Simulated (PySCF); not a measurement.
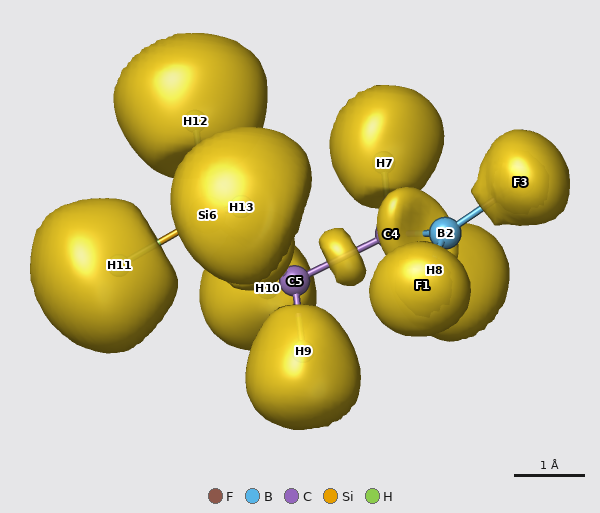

Figure. C2H7BF2Si (SMILES FB(F)CC[SiH3]). Isosurface of the electron localisation function at 0.8 (yellow), seen from one side. Only the valence region is drawn (cores and ρ < 0.01 e/Å³ removed).

Geometry: GFN2-xTB.

Method: PBE0/pcSseg-1, SCF density, gas phase, non-relativistic (PySCF).

The calculation's input:

```
{"job": {"kind": "nmr", "xc": "PBE0", "basis": "pcSseg-1"}, "charge": 0, "multiplicity": 1}
F     -1.484646     1.670207    -0.583410
B     -1.713441     0.660538     0.232508
F     -2.706671     0.882102     1.073691
C     -0.921880    -0.700394     0.194872
C      0.370101    -0.665841    -0.631277
Si     1.706426     0.461896     0.119935
H     -0.703449    -1.027528     1.214893
H     -1.593314    -1.466487    -0.212338
H      0.133779    -0.328759    -1.641298
H      0.756592    -1.682582    -0.725951
H      2.886837     0.404601    -0.744382
H      2.040520    -0.044719     1.455884
H      1.224760     1.837453     0.229145
```

Launched as:

```sh
OMP_NUM_THREADS=1 python probes_run.py task.json out
```

**Describe the localisation domains.**

At this value the surface marks out one region between bonded B–C atoms (shared pairs), one region between bonded C–C atoms (shared pairs), one region between bonded C–Si atoms (shared pairs), seven regions around hydrogen nuclei and two regions on F in which the atom's valence shell and bonds are merged. Profiles from the grid: B–F (1.32 Å): the ELF peaks at about 0.85 between the atoms: a shared but strongly polarised pair. C–C (1.53 Å): the ELF peaks at about 0.95 between the atoms, as expected for a shared electron pair.
